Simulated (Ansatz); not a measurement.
**BH2F− (SMILES [BH2-]F): UB3LYP/STO-3G**

Aim: the energy change on altering one bond length of BH2F− at UB3LYP/STO-3G, from 2 runs. 

The results are computed with Ansatz 0.2.0.

1 further run of the same task is left out (it didn't finish).

## 1. The system as given

BH2F−: 4 atoms, total charge -1, spin state doublet. SMILES: `[BH2-]F`. The shape is that of a GFN2-xTB optimisation.

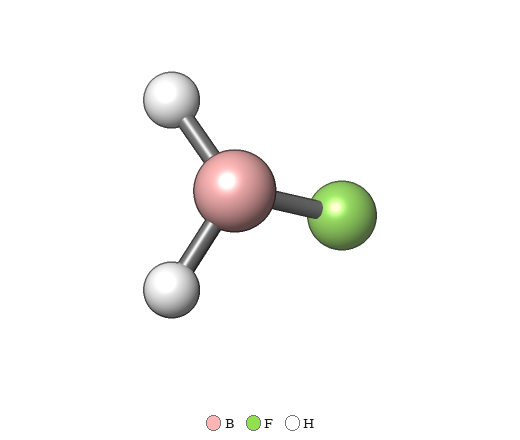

Viewed from a chosen angle; boron pink, fluorine green, hydrogen white.

## 2. The energy at UB3LYP/STO-3G

run.yaml reads:

```yaml
crystal:
  periodic: [false, false, false]
  atoms:
    - symbol: B
      position_ang: [-0.086340, 0.304430, 0.102380]
    - symbol: F
      position_ang: [1.031910, -0.468820, 0.732960]
    - symbol: H
      position_ang: [-1.140340, -0.333670, 0.256190]
    - symbol: H
      position_ang: [0.194760, 0.498060, -1.091520]
basis:
  gaussian:
    orbitals: STO-3G
total_charge: -1
magnetization:
  spin_polarized: true
  initial_magnetization: 1
hamiltonian:
  xc: {name: B3LYP}
accuracy: high
```

Launch:

```bash
$ ansatz run run.yaml --threads 1 --pin off --max-ram 2610MiB --events-out events.jsonl --progress --plain --runs-dir runs
```

The program printed:

```text
Warning: RAYON_NUM_THREADS=1 ignored (pool sized by the plan → 1); use --threads N
Functional definition: B3LYP
  name "B3LYP"
  parameter a0 = 0.2
  parameter ax = 0.72
  parameter ac = 0.81
  exchange = (1 - a0 - ax)*slater_x + ax*b88_x + a0*exact_x
  correlation = (1 - ac)*vwn_rpa_c + ac*lyp_c
188 factors; integrals over basis functions are off by at most 3.7e-8 eV
mean field evaluation 1: about -3361.4625 eV, gradient 3.9e1 eV
mean field evaluation 2: about -3367.5107 eV, gradient 2.3e1 eV
mean field evaluation 4: about -3372.6106 eV, gradient 7.8e-1 eV
mean field evaluation 8: about -3372.5874 eV, gradient 6.4e-3 eV
mean field evaluation 16: about -3372.5874 eV, gradient 1.3e-7 eV
mean field -3372.58743999 eV, -123.9403023977 hartree, gradient 1.6e-8 eV, S^2 0.751043; 0 other end points of the search recorded, 0 dependent functions left out
reference -3372.58746060 eV, -123.9403031551 hartree; 9, 8 occupied and 3, 4 virtual orbitals, 188 factors
Total energy: -3372.58746060 eV, -123.9403031551 hartree
```

It took 0.93 s on 1 thread of AMD EPYC 7R43 (Zen 3), shared host; peak memory 0.12 GiB.

## 3. The distorted shape, same level

in.yaml reads:

```yaml
crystal:
  periodic: [false, false, false]
  atoms:
    - symbol: B
      position_ang: [-0.156622, 0.256018, 0.400884]
    - symbol: F
      position_ang: [0.961628, -0.517232, 1.031464]
    - symbol: H
      position_ang: [-1.210622, -0.382082, 0.554694]
    - symbol: H
      position_ang: [0.194760, 0.498060, -1.091520]
basis:
  gaussian:
    orbitals: STO-3G
total_charge: -1
magnetization:
  spin_polarized: true
  initial_magnetization: 1
hamiltonian:
  xc: {name: B3LYP}
accuracy: high
```

Launch:

```bash
$ ansatz run in.yaml --threads 1 --pin off --max-ram 2610MiB --events-out events.jsonl --progress --plain --runs-dir runs
```

The program printed, shortened:

```text
Warning: RAYON_NUM_THREADS=1 ignored (pool sized by the plan → 1); use --threads N
[... 7 set-up lines as earlier in the session ...]
187 factors; integrals over basis functions are off by at most 4.0e-8 eV
mean field evaluation 1: about -3356.1053 eV, gradient 4.9e1 eV
mean field evaluation 2: about -3365.1034 eV, gradient 2.4e1 eV
mean field evaluation 4: about -3371.7713 eV, gradient 1.3e0 eV
mean field evaluation 8: about -3371.7458 eV, gradient 1.2e-2 eV
mean field evaluation 16: about -3371.7458 eV, gradient 2.3e-7 eV
mean field -3371.74578783 eV, -123.9093722512 hartree, gradient 5.6e-8 eV, S^2 0.750988; 0 other end points of the search recorded, 0 dependent functions left out
reference -3371.74580899 eV, -123.9093730291 hartree; 9, 8 occupied and 3, 4 virtual orbitals, 187 factors
Total energy: -3371.74580899 eV, -123.9093730291 hartree
```

Run time: 0.95 s. Hardware: 1 thread of AMD EPYC 7R43 (Zen 3), shared host; peak memory 0.12 GiB.

## 4. What came out

Level: UB3LYP/STO-3G.

```
                                                         quantity          value
                                        first shape: total energy  -123.94030 Eh
                                                first shape: ⟨S²⟩          0.751
                                    distorted shape: total energy  -123.90937 Eh
                                            distorted shape: ⟨S²⟩          0.751
energy change with the B1–H4 bond stretched from 1.242 to 1.552 Å       0.842 eV
```

In words: With the B1–H4 bond stretched from 1.242 to 1.552 Å the energy rises by 0.84 eV (81.2 kJ/mol). The first shape isn't relaxed at this level, so the change isn't measured from a minimum. The minimal basis adds a large error of its own.
